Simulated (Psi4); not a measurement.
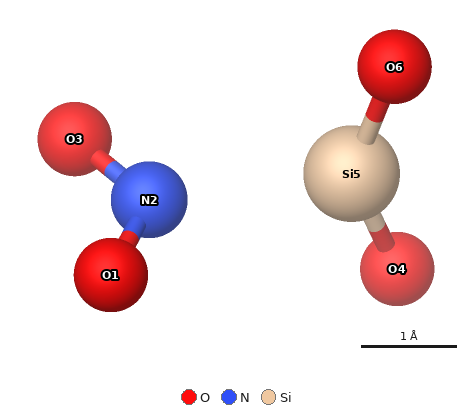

The structure (ball-and-stick view, seen at a tilt; atoms are numbered from 1 in the order of the input).

## Interaction calculation of SiNO₄ (charge −1) (part 1 of 2)

SiNO₄, charge −1, SMILES O=N[O-].O=[Si]=O, computed with SAPT0/jun-cc-pVDZ, RHF (Psi4 1.11).

The geometry comes from this level: GFN2-xTB.

**Input file (no4si.py)**
```python
import psi4

psi4.set_memory(1600000000)
psi4.set_num_threads(1)
psi4.set_output_file('run.log', False)

mol = psi4.geometry("""
-1 1
O     -0.718800     1.699680    -0.068680
N     -0.475040     0.573390    -0.502820
O     -0.871090     0.214520    -1.612660
--
0 1
O     -0.296410    -1.596220     1.573160
Si     0.670500    -0.808030     0.709500
O      2.139360    -0.623660     0.375910
symmetry c1
no_reorient
no_com
""")

psi4.set_options({
    'basis': 'jun-cc-pVDZ',
    'reference': 'rhf',
    'scf_type': 'df',
    'freeze_core': 'true',
})

e, wfn = psi4.energy('sapt0', molecule=mol, return_wfn=True)
print(f'sapt0 energy: {e:.10f} Eh')
```

Hardware: 1 thread of AMD EPYC (Zen 3), 24 GiB of memory available, shared host.

Launched with:
```bash
python no4si.py
```

**What the program printed**
```
h
    h
    h

    -----------------------------------------------------------------------

    Memory:     1.5 GiB
    Threads:    1
                ecpint, einsums, f̶o̶r̶t̶e̶, gauxc, gcp, g̶d̶m̶a̶, geometric, g̶p̶u̶_̶d̶f̶c̶c̶,
                i̶n̶t̶e̶g̶r̶a̶t̶o̶r̶x̶x̶, i̶p̶i̶, libefp, m̶d̶i̶, m̶p̶2̶d̶, m̶r̶c̶c̶, ooo,
                o̶p̶e̶n̶f̶e̶r̶m̶i̶o̶n̶p̶s̶i̶4̶, pcmsolver, p̶s̶i̶4̶f̶o̶c̶k̶c̶i̶, p̶s̶i̶x̶a̶s̶,
                p̶y̶e̶i̶n̶s̶u̶m̶s̶, r̶e̶s̶p̶, s̶i̶m̶i̶n̶t̶, s̶n̶s̶m̶p̶2̶,
                v̶2̶r̶d̶m̶_̶c̶a̶s̶s̶c̶f̶

   => Loading Basis Set <=

    Name: JUN-CC-PVDZ
    Role: ORBITAL
    Keyword: BASIS

   => Loading Basis Set <=

    Name: JUN-CC-PVDZ
    Role: ORBITAL
    Keyword: BASIS

  //>>>>>>>>>>>>>>>>>>>>>>>>>>>>>>>>>>>//
  //              Dimer HF             //
  //<<<<<<<<<<<<<<<<<<<<<<<<<<<<<<<<<<<//

   => Loading Basis Set <=

    Name: JUN-CC-PVDZ
    Role: ORBITAL
    Keyword: BASIS

         ---------------------------------------------------------
                                   SCF
                              RHF Reference
                        1 Threads,   1525 MiB Core
         ---------------------------------------------------------

  ==> Geometry <==

    Molecular point group: c1
    Full point group: C1

    Geometry (in Angstrom), charge = -1, multiplicity = 1:

       Center              X                  Y                   Z               Mass
    ------------   -----------------  -----------------  -----------------  -----------------
         O           -0.718800000000     1.699680000000    -0.068680000000    15.994914619570
         N           -0.475040000000     0.573390000000    -0.502820000000    14.003074004430
         O           -0.871090000000     0.214520000000    -1.612660000000    15.994914619570
         O           -0.296410000000    -1.596220000000     1.573160000000    15.994914619570
         SI           0.670500000000    -0.808030000000     0.709500000000    27.976926534650
         O            2.139360000000    -0.623660000000     0.375910000000    15.994914619570

  Running in c1 symmetry.

  Rotational constants: A =      0.16308  B =      0.06429  C =      0.05777 [cm^-1]
  Rotational constants: A =   4889.15837  B =   1927.44104  C =   1731.97576 [MHz]
  Nuclear repulsion =  273.863238456598935

  Charge       = -1
  Multiplicity = 1
  Electrons    = 54
  Nalpha       = 27
  Nbeta        = 27

  ==> Algorithm <==

  SCF Algorithm Type is DF.
  DIIS enabled.
  MOM disabled.
  Fractional occupation disabled.
  Guess Type is SAD.
  Energy threshold   = 1.00e-08
  Density threshold  = 1.00e-08
  Integral threshold = 1.00e-12

  ==> Primary Basis <==

  Basis Set: JUN-CC-PVDZ
    Blend: JUN-CC-PVDZ
    Number of shells: 50
    Number of basis functions: 112
    Number of Cartesian functions: 118
    Spherical Harmonics?: true
    Max angular momentum: 2

   => Loading Basis Set <=

    Name: (JUN-CC-PVDZ AUX)
    Role: JKFIT
    Keyword: DF_BASIS_SCF

  ==> Integral Setup <==

  DFHelper Memory: AOs need 0.052 GiB; user supplied 1.118 GiB.
  SCF_SUBTYPE=INCORE selected. In-core MEM_DF algorithm will be used.
  Using in-core AOs.

  ==> MemDFJK: Density-Fitted J/K Matrices <==

    J tasked:                   Yes
    K tasked:                   Yes
    wK tasked:                   No
    Memory [MiB]:              1144
    Algorithm:                 Core
    Schwarz Cutoff:           1E-12
    Mask sparsity (%):       0.6696
    Fitting Condition:        1E-10

   => Auxiliary Basis Set <=

  Basis Set: (JUN-CC-PVDZ AUX)
    Blend: JUN-CC-PVDZ-JKFIT
    Number of shells: 174
    Number of basis functions: 516
    Number of Cartesian functions: 595
    Spherical Harmonics?: true
    Max angular momentum: 3

  Minimum eigenvalue in the overlap matrix is 1.2755705022E-03.
  Reciprocal condition number of the overlap matrix is 1.7266661254E-04.
    Using symmetric orthogonalization.

  ==> Pre-Iterations <==

  SCF Guess: Superposition of Atomic Densities via on-the-fly atomic UHF (no occupation information).

   -------------------------
    Irrep   Nso     Nmo
   -------------------------
     A        112     112
   -------------------------
    Total     112     112
   -------------------------

  ==> Iterations <==

                           Total Energy        Delta E     RMS |[F,P]|

   @DF-RHF iter SAD:  -641.05434593721020   -6.41054e+02   0.00000e+00
   @DF-RHF iter   1:  -642.46958420528358   -1.41524e+00   8.68283e-03 DIIS/ADIIS
   @DF-RHF iter   2:  -642.54707882089008   -7.74946e-02   7.98924e-03 DIIS/ADIIS
   @DF-RHF iter   3:  -642.84587140620840   -2.98793e-01   4.12958e-04 DIIS/ADIIS
   @DF-RHF iter   4:  -642.84764271627455   -1.77131e-03   1.18275e-04 DIIS/ADIIS
   @DF-RHF iter   5:  -642.84783468053149   -1.91964e-04   4.10678e-05 DIIS
   @DF-RHF iter   6:  -642.84786660882469   -3.19283e-05   1.65894e-05 DIIS
   @DF-RHF iter   7:  -642.84787174478868   -5.13596e-06   4.55411e-06 DIIS
   @DF-RHF iter   8:  -642.84787214829009   -4.03501e-07   2.31977e-06 DIIS
   @DF-RHF iter   9:  -642.84787219928796   -5.09979e-08   7.19985e-07 DIIS
   @DF-RHF iter  10:  -642.84787220789678   -8.60882e-09   2.10717e-07 DIIS
   @DF-RHF iter  11:  -642.84787220844225   -5.45469e-10   1.26885e-07 DIIS
   @DF-RHF iter  12:  -642.84787220859107   -1.48816e-10   3.08414e-08 DIIS
   @DF-RHF iter  13:  -642.84787220861062   -1.95541e-11   8.59136e-09 DIIS
  Energy and wave function converged.

  ==> Post-Iterations <==

    Orbital Energies [Eh]
    ---------------------

    Doubly Occupied:

       1A    -68.709196     2A    -20.447233     3A    -20.447064
       4A    -20.378231     5A    -20.378145     6A    -15.654062
       7A     -6.053355     8A     -4.160138     9A     -4.159934
      10A     -4.158212    11A     -1.425648    12A     -1.224497
      13A     -1.129482    14A     -1.100799    15A     -0.752823
      16A     -0.598649    17A     -0.554020    18A     -0.525506
      19A     -0.452683    20A     -0.378098    21A     -0.361889
      22A     -0.355286    23A     -0.330824    24A     -0.307784
      25A     -0.302671    26A     -0.292898    27A     -0.273383

    Virtual:

      28A      0.166229    29A      0.170802    30A      0.181247
      31A      0.189274    32A      0.248751    33A      0.250987
      34A      0.264825    35A      0.300273    36A      0.310886
      37A      0.333452    38A      0.338780    39A      0.365694
      40A      0.376629    41A      0.384602    42A      0.388864
      43A      0.399568    44A      0.416470    45A      0.416956
      46A      0.419054    47A      0.428878    48A      0.446692
      49A      0.449188    50A      0.466356    51A      0.511414
      52A      0.513193    53A      0.592573    54A      0.612586
      55A      0.620758    56A      0.669250    57A      0.692700
      58A      0.723555    59A      0.749137    60A      0.766001
      61A      0.878697    62A      0.883277    63A      0.887918
      64A      0.921129    65A      0.989517    66A      1.274095
      67A      1.306367    68A      1.308606    69A      1.339334
      70A      1.442053    71A      1.546792    72A      1.575394
      73A      1.601593    74A      1.608013    75A      1.625189
      76A      1.635550    77A      1.637813    78A      1.665698
      79A      1.704818    80A      1.712173    81A      1.733034
      82A      1.752230    83A      1.798790    84A      2.029402
      85A      2.104668    86A      2.220079    87A      2.359842
      88A      2.369907    89A      2.457846    90A      2.466156
      91A      2.776305    92A      2.779514    93A      3.084868
      94A      3.110994    95A      3.119444    96A      3.133953
      97A      3.137177    98A      3.160046    99A      3.184747
     100A      3.200765   101A      3.226680   102A      3.339544
     103A      3.358610   104A      3.401487   105A      3.470611
     106A      3.532416   107A      3.724227   108A      3.807211
     109A      3.894055   110A      3.942125   111A      4.145538
     112A      4.169440

    Final Occupation by Irrep:
              A
    DOCC [    27 ]
    NA   [    27 ]
    NB   [    27 ]

  @DF-RHF Final Energy:  -642.84787220861062

   => Energetics <=

    Nuclear Repulsion Energy =            273.8632384565989355
    One-Electron Energy =               -1443.5971962298626750
    Two-Electron Energy =                 526.8860855646530581
    Total Energy =                       -642.8478722086106245

Computation Completed

Properties will be evaluated at   0.000000,   0.000000,   0.000000 [a0]

Properties computed using the SCF density matrix

 Multipole Moments:

 ------------------------------------------------------------------------------------
     Multipole            Electronic (a.u.)      Nuclear  (a.u.)        Total (a.u.)
 ------------------------------------------------------------------------------------

 L = 1.  Multiply by 2.5417464519 to convert [e a0] to [Debye]
 Dipole X            :        -15.5861040           15.2807034           -0.3054006
 Dipole Y            :         18.7819246          -18.4137370            0.3681876
 Dipole Z            :        -16.4878534           16.1667960           -0.3210575
 Magnitude           :                                                    0.5761159

 ------------------------------------------------------------------------------------

	total time  =          2 seconds =       0.03 minutes

  //>>>>>>>>>>>>>>>>>>>>>>>>>>>>>>>>>>>//
  //            Monomer A HF           //
  //<<<<<<<<<<<<<<<<<<<<<<<<<<<<<<<<<<<//

  ==> Geometry <==

    Molecular point group: c1
    Full point group: C1

    Geometry (in Angstrom), charge = -1, multiplicity = 1:

       Center              X                  Y                   Z               Mass
    ------------   -----------------  -----------------  -----------------  -----------------
         O           -0.718800000000     1.699680000000    -0.068680000000    15.994914619570
         N           -0.475040000000     0.573390000000    -0.502820000000    14.003074004430
         O           -0.871090000000     0.214520000000    -1.612660000000    15.994914619570
      Gh(O)          -0.296410000000    -1.596220000000     1.573160000000    15.994914619570
      Gh(SI)          0.670500000000    -0.808030000000     0.709500000000    27.976926534650
      Gh(O)           2.139360000000    -0.623660000000     0.375910000000    15.994914619570

  Running in c1 symmetry.

  Rotational constants: A =      0.16308  B =      0.06429  C =      0.05777 [cm^-1]
  Rotational constants: A =   4889.15837  B =   1927.44104  C =   1731.97576 [MHz]
  Nuclear repulsion =   63.890423922720302

  Charge       = -1
  Multiplicity = 1
  Electrons    = 24
  Nalpha       = 12
  Nbeta        = 12

  ==> Iterations <==

                           Total Energy        Delta E     RMS |[F,P]|

   @DF-RHF iter SAD:  -203.23089974687318   -2.03231e+02   0.00000e+00
   @DF-RHF iter   1:  -204.01644846658039   -7.85549e-01   4.45251e-03 DIIS/ADIIS
   @DF-RHF iter   2:  -204.07635021167783   -5.99017e-02   3.06576e-03 DIIS/ADIIS
   @DF-RHF iter   3:  -204.11630766816583   -3.99575e-02   3.78065e-04 DIIS/ADIIS
   @DF-RHF iter   4:  -204.11731373127455   -1.00606e-03   1.05124e-04 DIIS/ADIIS
   @DF-RHF iter   5:  -204.11745810509521   -1.44374e-04   4.11591e-05 DIIS
   @DF-RHF iter   6:  -204.11748070189108   -2.25968e-05   1.41978e-05 DIIS
   @DF-RHF iter   7:  -204.11748434971008   -3.64782e-06   2.86956e-06 DIIS
   @DF-RHF iter   8:  -204.11748447395979   -1.24250e-07   1.19867e-06 DIIS
   @DF-RHF iter   9:  -204.11748448500887   -1.10491e-08   4.49571e-07 DIIS
   @DF-RHF iter  10:  -204.11748448741449   -2.40561e-09   8.67626e-08 DIIS
   @DF-RHF iter  11:  -204.11748448762023   -2.05745e-10   1.93427e-08 DIIS
   @DF-RHF iter  12:  -204.11748448763228   -1.20508e-11   4.76311e-09 DIIS
  Energy and wave function converged.

  ==> Post-Iterations <==

    Final Occupation by Irrep:
              A
    DOCC [    12 ]
    NA   [    12 ]
    NB   [    12 ]

  @DF-RHF Final Energy:  -204.11748448763228

   => Energetics <=

    Nuclear Repulsion Energy =             63.8904239227203021
    One-Electron Energy =                -413.9164180088907301
    Two-Electron Energy =                 145.9085095985381599
    Total Energy =                       -204.1174844876322823

Computation Completed

Properties will be evaluated at   0.000000,   0.000000,   0.000000 [a0]

Properties computed using the SCF density matrix

 Multipole Moments:
```
